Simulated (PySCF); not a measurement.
System: CH5F3O3Si3 (SMILES FC(F)(F)[SiH]1O[SiH2]O[SiH2]O1).

The calculation's input:

```
{"job": {"kind": "nmr", "xc": "PBE0", "basis": "pcSseg-1"}, "charge": 0, "multiplicity": 1}
O      0.051096     0.675725     1.390468
Si     1.612465     1.003549     0.886131
O      2.010679    -0.172064    -0.218976
Si     1.229805    -1.516960    -0.803219
O     -0.295243    -1.527326    -0.113594
Si    -1.071995    -0.341094     0.733287
C     -2.033762     0.708728    -0.559198
F     -2.954402     0.004785    -1.228809
F     -2.654087     1.759091    -0.006970
F     -1.162161     1.193217    -1.468236
H      2.511864     0.919860     2.063228
H      1.664001     2.336621     0.237920
H      1.945616    -2.744712    -0.375125
H      1.113201    -1.424912    -2.279133
H     -1.978167    -0.899768     1.756797
```

Command:

```sh
OMP_NUM_THREADS=1 python cluster_run.py task.json out
```

Geometry: PBE0-D3(BJ)/def2-SVP.

The calculation used PBE0/pcSseg-1, SCF density, gas phase, non-relativistic (PySCF 2.14.0).

Predict the electron density and electron localisation function between the atoms.

Answer. Si–O (1.67 Å): ρ is about 1 e/Å³ halfway; the ELF peaks at about 0.85 between the atoms; a shared but strongly polarised pair.

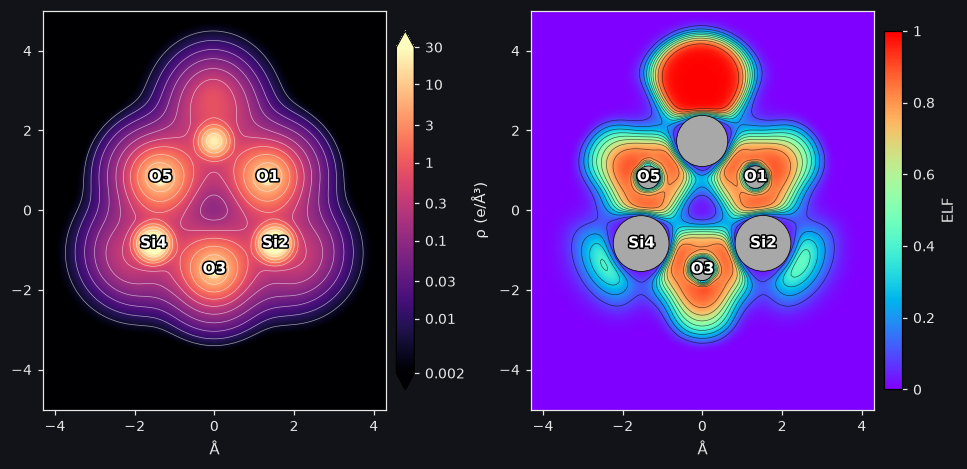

Computed electron density and electron localisation function on the plane of atoms O3, Si4 and O5, in this order. Grey discs cover the atomic cores in the ELF map. 
